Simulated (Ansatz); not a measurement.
# H6N2OSi (built from SMILES N[SiH](N)O; bonds differ from it in a structure shown): search for a transition state, part 2 of 2

Ansatz 0.2.0, Gaussian basis; PBE0-D4. Earlier steps stand in the parts before.

**8. Relaxing after a step of 0.30 Å the other way along the mode**

Contents of downb/in.yaml:

```yaml
crystal:
  periodic: [false, false, false]
  atoms:
    - {symbol: Si, position_ang: [-0.041126, 0.085251, -0.295033]}
    - {symbol: H, position_ang: [0.580255, -0.946025, -1.303784]}
    - {symbol: O, position_ang: [-0.458546, 0.881149, -1.648645]}
    - {symbol: H, position_ang: [0.018354, 0.064061, -1.905835]}
    - {symbol: N, position_ang: [1.136602, 0.752033, 0.717568]}
    - {symbol: N, position_ang: [-1.249533, -0.623852, 0.649080]}
    - {symbol: H, position_ang: [1.341320, 0.393357, 1.633289]}
    - {symbol: H, position_ang: [1.869602, 1.331530, 0.346953]}
    - {symbol: H, position_ang: [-2.107389, -0.951252, 0.235539]}
    - {symbol: H, position_ang: [-1.089541, -0.986352, 1.570869]}
basis:
  gaussian: {orbitals: def2-TZVP}
hamiltonian: {xc: pbe0, dispersion: d4}
relax: {f_tol: 0.005, max_steps: 200}
```

On the command line:

```bash
$ ansatz run in.yaml --threads 4 --pin off --events-out ev --progress --plain --max-ram 9574MiB
```

The program printed:

```text
Functional definition: PBE0
  name "PBE0"
  cite "Adamo & Barone, J. Chem. Phys. 110, 6158 (1999) doi:10.1063/1.478522"
  cite "Perdew, Burke & Ernzerhof, Phys. Rev. Lett. 77, 3865 (1996) doi:10.1103/PhysRevLett.77.3865"
  parent pbe
  parameter a = 0.25
  parameter kappa = 0.804
  parameter beta = 0.06672455060314922
  exchange = (1 - a)*pbe_x(kappa = kappa, mu = beta*pi^2/3) + a*exact_x
  correlation = pbe_c(beta = beta)
993 factors; their error is unknown
mean field evaluation 1: about -12983.7810 eV, gradient 9.0e1 eV
mean field evaluation 2: about -12968.4501 eV, gradient 1.2e2 eV
mean field evaluation 4: about -12997.5345 eV, gradient 7.8e0 eV
mean field evaluation 8: about -12997.6406 eV, gradient 3.1e-2 eV
mean field evaluation 16: about -12997.6819 eV, gradient 5.1e-5 eV
mean field -12997.68185702 eV, -477.6559981002 hartree, gradient 5.1e-5 eV, S^2 0.000000; 0 other end points of the search recorded, 0 dependent functions left out
the calculation of the forces begins
reference -12997.68188423 eV, -477.6559991002 hartree; 21, 21 occupied and 145, 145 virtual orbitals, 993 factors
relax step   1: F+E_penalty+E_count = -12997.82777150 eV  Δ(F+E_penalty+E_count) = +0.000e0 eV  max|allowed force component| = 3.107e0 eV/Å  Δτ_max = 0.0000 Å  (27 SCF iters, accepted)
these checks for a lower state are left out or cut short: starts, cluster_reference, orbital_swaps, neighbouring_geometries, increment
993 factors; their error is unknown
mean field -12998.24401482 eV, -477.6766570183 hartree, gradient 9.2e-6 eV, S^2 0.000000; 0 other end points of the search recorded, 0 dependent functions left out
the calculation of the forces begins
reference -12998.24404265 eV, -477.6766580412 hartree; 21, 21 occupied and 145, 145 virtual orbitals, 993 factors
relax step   2: F+E_penalty+E_count = -12998.38983429 eV  Δ(F+E_penalty+E_count) = -5.621e-1 eV  max|allowed force component| = 1.594e0 eV/Å  Δτ_max = 0.1950 Å  (29 SCF iters, accepted)
these checks for a lower state are left out or cut short: starts, cluster_reference, orbital_swaps, neighbouring_geometries, increment
993 factors; their error is unknown
mean field -12998.40194557 eV, -477.6824608665 hartree, gradient 2.0e-5 eV, S^2 0.000000; 0 other end points of the search recorded, 0 dependent functions left out
the calculation of the forces begins
reference -12998.40197415 eV, -477.6824619168 hartree; 21, 21 occupied and 145, 145 virtual orbitals, 993 factors
relax step   3: F+E_penalty+E_count = -12998.54838440 eV  Δ(F+E_penalty+E_count) = -1.586e-1 eV  max|allowed force component| = 2.657e0 eV/Å  Δτ_max = 0.1979 Å  (30 SCF iters, accepted)
these checks for a lower state are left out or cut short: starts, cluster_reference, orbital_swaps, neighbouring_geometries, increment
993 factors; their error is unknown
mean field evaluation 32: about -12998.5771 eV, gradient 7.1e0 eV
mean field -12998.74754491 eV, -477.6951614077 hartree, gradient 2.3e-5 eV, S^2 0.000000; 0 other end points of the search recorded, 0 dependent functions left out
the calculation of the forces begins
reference -12998.74757370 eV, -477.6951624659 hartree; 21, 21 occupied and 145, 145 virtual orbitals, 993 factors
relax step   4: F+E_penalty+E_count = -12998.89502295 eV  Δ(F+E_penalty+E_count) = -3.466e-1 eV  max|allowed force component| = 2.391e0 eV/Å  Δτ_max = 0.1517 Å  (30 SCF iters, accepted)
these checks for a lower state are left out or cut short: starts, cluster_reference, orbital_swaps, neighbouring_geometries, increment
993 factors; their error is unknown
mean field -12998.94461850 eV, -477.7024037286 hartree, gradient 1.5e-5 eV, S^2 0.000000; 0 other end points of the search recorded, 0 dependent functions left out
the calculation of the forces begins
reference -12998.94464689 eV, -477.7024047722 hartree; 21, 21 occupied and 145, 145 virtual orbitals, 993 factors
relax step   5: F+E_penalty+E_count = -12999.09389842 eV  Δ(F+E_penalty+E_count) = -1.989e-1 eV  max|allowed force component| = 1.349e0 eV/Å  Δτ_max = 0.2000 Å  (36 SCF iters, accepted)
these checks for a lower state are left out or cut short: starts, cluster_reference, orbital_swaps, neighbouring_geometries, increment
993 factors; their error is unknown
mean field -12998.99398377 eV, -477.7042178691 hartree, gradient 1.4e-5 eV, S^2 0.000000; 0 other end points of the search recorded, 0 dependent functions left out
the calculation of the forces begins
reference -12998.99401249 eV, -477.7042189243 hartree; 21, 21 occupied and 145, 145 virtual orbitals, 993 factors
relax step   6: F+E_penalty+E_count = -12999.14351618 eV  Δ(F+E_penalty+E_count) = -4.962e-2 eV  max|allowed force component| = 5.080e-1 eV/Å  Δτ_max = 0.2000 Å  (28 SCF iters, accepted)
these checks for a lower state are left out or cut short: starts, cluster_reference, orbital_swaps, neighbouring_geometries, increment
993 factors; their error is unknown
mean field -12999.00714439 eV, -477.7047015127 hartree, gradient 1.5e-5 eV, S^2 0.000000; 0 other end points of the search recorded, 0 dependent functions left out
the calculation of the forces begins
reference -12999.00717301 eV, -477.7047025645 hartree; 21, 21 occupied and 145, 145 virtual orbitals, 993 factors
relax step   7: F+E_penalty+E_count = -12999.15586014 eV  Δ(F+E_penalty+E_count) = -1.234e-2 eV  max|allowed force component| = 3.411e-1 eV/Å  Δτ_max = 0.1073 Å  (30 SCF iters, accepted)
these checks for a lower state are left out or cut short: starts, cluster_reference, orbital_swaps, neighbouring_geometries, increment
993 factors; their error is unknown
mean field evaluation 64: about -12999.0498 eV, gradient 3.1e-1 eV
mean field -12999.04993903 eV, -477.7062741870 hartree, gradient 1.5e-5 eV, S^2 0.000000; 0 other end points of the search recorded, 0 dependent functions left out
the calculation of the forces begins
reference -12999.04996801 eV, -477.7062752518 hartree; 21, 21 occupied and 145, 145 virtual orbitals, 993 factors
relax step   8: F+E_penalty+E_count = -12999.19940445 eV  Δ(F+E_penalty+E_count) = -4.354e-2 eV  max|allowed force component| = 3.233e-1 eV/Å  Δτ_max = 0.1998 Å  (36 SCF iters, accepted)
these checks for a lower state are left out or cut short: starts, cluster_reference, orbital_swaps, neighbouring_geometries, increment
993 factors; their error is unknown
mean field -12999.05212721 eV, -477.7063546008 hartree, gradient 2.4e-5 eV, S^2 0.000000; 0 other end points of the search recorded, 0 dependent functions left out
the calculation of the forces begins
reference -12999.05215612 eV, -477.7063556634 hartree; 21, 21 occupied and 145, 145 virtual orbitals, 993 factors
relax step   9: F+E_penalty+E_count = -12999.20137368 eV  Δ(F+E_penalty+E_count) = -1.969e-3 eV  max|allowed force component| = 1.680e0 eV/Å  Δτ_max = 0.1956 Å  (29 SCF iters, accepted)
these checks for a lower state are left out or cut short: starts, cluster_reference, orbital_swaps, neighbouring_geometries, increment
993 factors; their error is unknown
mean field -12999.13527185 eV, -477.7094101102 hartree, gradient 1.6e-5 eV, S^2 0.000000; 0 other end points of the search recorded, 0 dependent functions left out
the calculation of the forces begins
reference -12999.13530063 eV, -477.7094111677 hartree; 21, 21 occupied and 145, 145 virtual orbitals, 993 factors
relax step  10: F+E_penalty+E_count = -12999.28450977 eV  Δ(F+E_penalty+E_count) = -8.314e-2 eV  max|allowed force component| = 5.018e-1 eV/Å  Δτ_max = 0.1999 Å  (36 SCF iters, accepted)
these checks for a lower state are left out or cut short: starts, cluster_reference, orbital_swaps, neighbouring_geometries, increment
993 factors; their error is unknown
mean field -12999.15785121 eV, -477.7102398861 hartree, gradient 1.5e-5 eV, S^2 0.000000; 0 other end points of the search recorded, 0 dependent functions left out
the calculation of the forces begins
reference -12999.15787999 eV, -477.7102409441 hartree; 21, 21 occupied and 145, 145 virtual orbitals, 993 factors
relax step  11: F+E_penalty+E_count = -12999.30715497 eV  Δ(F+E_penalty+E_count) = -2.265e-2 eV  max|allowed force component| = 5.649e-1 eV/Å  Δτ_max = 0.1999 Å  (36 SCF iters, accepted)
these checks for a lower state are left out or cut short: starts, cluster_reference, orbital_swaps, neighbouring_geometries, increment
993 factors; their error is unknown
mean field evaluation 96: about -12999.1719 eV, gradient 4.2e-3 eV
mean field -12999.17185894 eV, -477.7107546610 hartree, gradient 1.6e-5 eV, S^2 0.000000; 0 other end points of the search recorded, 0 dependent functions left out
the calculation of the forces begins
reference -12999.17188769 eV, -477.7107557176 hartree; 21, 21 occupied and 145, 145 virtual orbitals, 993 factors
relax step  12: F+E_penalty+E_count = -12999.32087680 eV  Δ(F+E_penalty+E_count) = -1.372e-2 eV  max|allowed force component| = 1.703e-1 eV/Å  Δτ_max = 0.0599 Å  (30 SCF iters, accepted)
these checks for a lower state are left out or cut short: starts, cluster_reference, orbital_swaps, neighbouring_geometries, increment
993 factors; their error is unknown
mean field -12999.17560854 eV, -477.7108924562 hartree, gradient 2.6e-5 eV, S^2 0.000000; 0 other end points of the search recorded, 0 dependent functions left out
the calculation of the forces begins
reference -12999.17563729 eV, -477.7108935126 hartree; 21, 21 occupied and 145, 145 virtual orbitals, 993 factors
relax step  13: F+E_penalty+E_count = -12999.32471178 eV  Δ(F+E_penalty+E_count) = -3.835e-3 eV  max|allowed force component| = 5.669e-1 eV/Å  Δτ_max = 0.1111 Å  (29 SCF iters, accepted)
these checks for a lower state are left out or cut short: starts, cluster_reference, orbital_swaps, neighbouring_geometries, increment
993 factors; their error is unknown
mean field -12999.18276392 eV, -477.7111554115 hartree, gradient 1.5e-5 eV, S^2 0.000000; 0 other end points of the search recorded, 0 dependent functions left out
the calculation of the forces begins
reference -12999.18279281 eV, -477.7111564733 hartree; 21, 21 occupied and 145, 145 virtual orbitals, 993 factors
relax step  14: F+E_penalty+E_count = -12999.33182769 eV  Δ(F+E_penalty+E_count) = -7.116e-3 eV  max|allowed force component| = 3.120e-1 eV/Å  Δτ_max = 0.0396 Å  (31 SCF iters, accepted)
these checks for a lower state are left out or cut short: starts, cluster_reference, orbital_swaps, neighbouring_geometries, increment
993 factors; their error is unknown
mean field -12999.18538975 eV, -477.7112519090 hartree, gradient 1.5e-5 eV, S^2 0.000000; 0 other end points of the search recorded, 0 dependent functions left out
the calculation of the forces begins
reference -12999.18541863 eV, -477.7112529703 hartree; 21, 21 occupied and 145, 145 virtual orbitals, 993 factors
relax step  15: F+E_penalty+E_count = -12999.33452981 eV  Δ(F+E_penalty+E_count) = -2.702e-3 eV  max|allowed force component| = 2.920e-2 eV/Å  Δτ_max = 0.0414 Å  (31 SCF iters, accepted)
these checks for a lower state are left out or cut short: starts, cluster_reference, orbital_swaps, neighbouring_geometries, increment
993 factors; their error is unknown
mean field -12999.18524522 eV, -477.7112465976 hartree, gradient 1.4e-5 eV, S^2 0.000000; 0 other end points of the search recorded, 0 dependent functions left out
the calculation of the forces begins
reference -12999.18527411 eV, -477.7112476594 hartree; 21, 21 occupied and 145, 145 virtual orbitals, 993 factors
relax step  16: F+E_penalty+E_count = -12999.33435766 eV  Δ(F+E_penalty+E_count) = +1.722e-4 eV  max|allowed force component| = 5.830e-2 eV/Å  Δτ_max = 0.0292 Å  (31 SCF iters, rejected (line search))
these checks for a lower state are left out or cut short: starts, cluster_reference, orbital_swaps, neighbouring_geometries, increment
993 factors; their error is unknown
mean field evaluation 128: about -12999.1454 eV, gradient 2.2e-3 eV
mean field -12999.18576942 eV, -477.7112658617 hartree, gradient 1.4e-5 eV, S^2 0.000000; 0 other end points of the search recorded, 0 dependent functions left out
the calculation of the forces begins
reference -12999.18579832 eV, -477.7112669235 hartree; 21, 21 occupied and 145, 145 virtual orbitals, 993 factors
relax step  17: F+E_penalty+E_count = -12999.33489312 eV  Δ(F+E_penalty+E_count) = -3.633e-4 eV  max|allowed force component| = 3.489e-2 eV/Å  Δτ_max = 0.0142 Å  (31 SCF iters, accepted)
these checks for a lower state are left out or cut short: starts, cluster_reference, orbital_swaps, neighbouring_geometries, increment
993 factors; their error is unknown
mean field -12999.18574796 eV, -477.7112650729 hartree, gradient 1.4e-5 eV, S^2 0.000000; 0 other end points of the search recorded, 0 dependent functions left out
the calculation of the forces begins
reference -12999.18577689 eV, -477.7112661359 hartree; 21, 21 occupied and 145, 145 virtual orbitals, 993 factors
relax step  18: F+E_penalty+E_count = -12999.33484592 eV  Δ(F+E_penalty+E_count) = +4.720e-5 eV  max|allowed force component| = 3.883e-2 eV/Å  Δτ_max = 0.0099 Å  (31 SCF iters, rejected (line search))
these checks for a lower state are left out or cut short: starts, cluster_reference, orbital_swaps, neighbouring_geometries, increment
993 factors; their error is unknown
mean field -12999.18586541 eV, -477.7112693891 hartree, gradient 1.4e-5 eV, S^2 0.000000; 0 other end points of the search recorded, 0 dependent functions left out
the calculation of the forces begins
reference -12999.18589430 eV, -477.7112704510 hartree; 21, 21 occupied and 145, 145 virtual orbitals, 993 factors
relax step  19: F+E_penalty+E_count = -12999.33498705 eV  Δ(F+E_penalty+E_count) = -9.394e-5 eV  max|allowed force component| = 1.230e-2 eV/Å  Δτ_max = 0.0048 Å  (32 SCF iters, accepted)
these checks for a lower state are left out or cut short: starts, cluster_reference, orbital_swaps, neighbouring_geometries, increment
993 factors; their error is unknown
mean field -12999.18587419 eV, -477.7112697119 hartree, gradient 1.4e-5 eV, S^2 0.000000; 0 other end points of the search recorded, 0 dependent functions left out
the calculation of the forces begins
reference -12999.18590311 eV, -477.7112707747 hartree; 21, 21 occupied and 145, 145 virtual orbitals, 993 factors
relax step  20: F+E_penalty+E_count = -12999.33499020 eV  Δ(F+E_penalty+E_count) = -3.147e-6 eV  max|allowed force component| = 1.022e-2 eV/Å  Δτ_max = 0.0307 Å  (30 SCF iters, accepted)
these checks for a lower state are left out or cut short: starts, cluster_reference, orbital_swaps, neighbouring_geometries, increment
993 factors; their error is unknown
mean field evaluation 160: about -12999.1859 eV, gradient 1.4e-5 eV
mean field -12999.18594655 eV, -477.7112723711 hartree, gradient 1.4e-5 eV, S^2 0.000000; 0 other end points of the search recorded, 0 dependent functions left out
the calculation of the forces begins
reference -12999.18597547 eV, -477.7112734338 hartree; 21, 21 occupied and 145, 145 virtual orbitals, 993 factors
relax step  21: F+E_penalty+E_count = -12999.33506122 eV  Δ(F+E_penalty+E_count) = -7.102e-5 eV  max|allowed force component| = 2.419e-3 eV/Å  Δτ_max = 0.0109 Å  (32 SCF iters, accepted)
993 factors; their error is unknown
mean field -12999.18594655 eV, -477.7112723711 hartree, gradient 6.6e-5 eV, S^2 0.000000; 1 other end points of the search recorded, 0 dependent functions left out
the calculation of the forces begins
reference -12999.18597547 eV, -477.7112734338 hartree; 21, 21 occupied and 145, 145 virtual orbitals, 993 factors
Total energy: -12999.33509013 eV, -477.7167532967 hartree
Atom 0 at     0.120467    -0.148419    -0.303968 Å, force    -0.002339     0.001026    -0.000140 eV/Å
Atom 1 at     0.605147    -1.354934    -1.035602 Å, force     0.000037    -0.000537    -0.001140 eV/Å
Atom 2 at    -0.203035     1.006641    -1.438117 Å, force     0.000579    -0.001653     0.001951 eV/Å
Atom 3 at    -0.523166     0.688467    -2.282494 Å, force     0.001176     0.000163    -0.000330 eV/Å
Atom 4 at     1.191910     0.660303     0.737651 Å, force     0.000713     0.000712    -0.000044 eV/Å
Atom 5 at    -1.154334    -0.746380     0.655264 Å, force     0.000617     0.002419     0.000323 eV/Å
Atom 6 at     1.473202     0.263078     1.616465 Å, force     0.000009     0.000136    -0.000571 eV/Å
Atom 7 at     1.840146     1.345602     0.390446 Å, force    -0.000285    -0.000263    -0.000193 eV/Å
Atom 8 at    -1.674299    -1.562785     0.382334 Å, force     0.000156    -0.002029    -0.000804 eV/Å
Atom 9 at    -1.676041    -0.151673     1.278021 Å, force    -0.000661     0.000026     0.000948 eV/Å
Dipole moment:    -0.107035    -0.167129     0.018560 e Å
```

It took 38 s on 4 threads of Arm Neoverse V1, shared host.

Relaxation path:

```csv
step,energy from step 1 (eV),largest force component (eV/Å)
1,0.0000,3.1073
2,-0.5621,1.5936
3,-0.7206,2.6571
4,-1.0673,2.3912
5,-1.2661,1.3488
6,-1.3157,0.5080
7,-1.3281,0.3411
8,-1.3716,0.3233
9,-1.3736,1.6802
10,-1.4567,0.5018
11,-1.4794,0.5649
12,-1.4931,0.1703
13,-1.4969,0.5669
14,-1.5041,0.3120
15,-1.5068,0.0292
16,-1.5066,0.0583
17,-1.5071,0.0349
18,-1.5071,0.0388
19,-1.5072,0.0123
20,-1.5072,0.0102
21,-1.5073,0.0024
```

Distances of close pairs at the start and the end, largest changes first:

```csv
bond,before (Å),after (Å),change (Å)
Si1–H4,1.612,2.243,+0.631
Si1–H2,1.571,1.492,-0.079
Si1–O3,1.625,1.651,+0.026
O3–H4,0.980,0.957,-0.023
Si1–N6,1.690,1.704,+0.014
Si1–N5,1.690,1.699,+0.009
N6–H10,1.003,1.007,+0.003
N6–H9,1.007,1.006,-0.001
```

**9. The three structures**

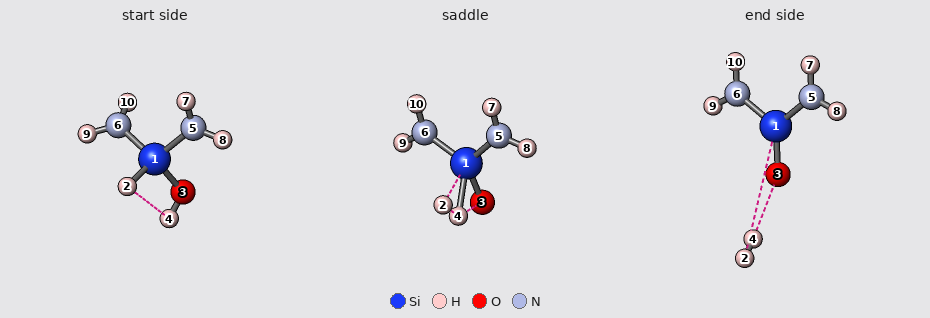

The minimum on the start side, the saddle and the minimum on the end side; broken lines join the pairs that change, where they aren't drawn as bonds.

```csv
pair,start side (Å),saddle (Å),end side (Å)
H2–H4,2.646,0.959,0.750
Si1–H2,1.492,1.801,4.387
O3–H4,0.957,1.417,2.398
```

**10. What came out**

This closing draws on all 2 parts.

```
                       quantity                                      value
                 imaginary mode                                 1246i cm⁻¹
    barrier from the start side                                   2.308 eV
      barrier from the end side                                   0.691 eV
             energy of the step                                  +1.617 eV
              pairs that change  H2–H4 formed, Si1–H2 broken, O3–H4 broken
zero-point energy at the saddle                                   1.918 eV
```

One imaginary mode, 1246i cm⁻¹, makes this a first-order saddle. It joins the planned start and end. At PBE0-D4/def2-TZVP the electronic barrier is 2.308 eV, about 90 kT at 298 K, and the step runs 1.617 eV uphill. With so stiff a mode tunnelling counts: Wigner's rough correction is a factor of 2.5 at 298 K. A step off the saddle overshot and began above it in energy, so the link to its end is likely but not proven. The ends are the nearest minima, not always the lowest complexes.
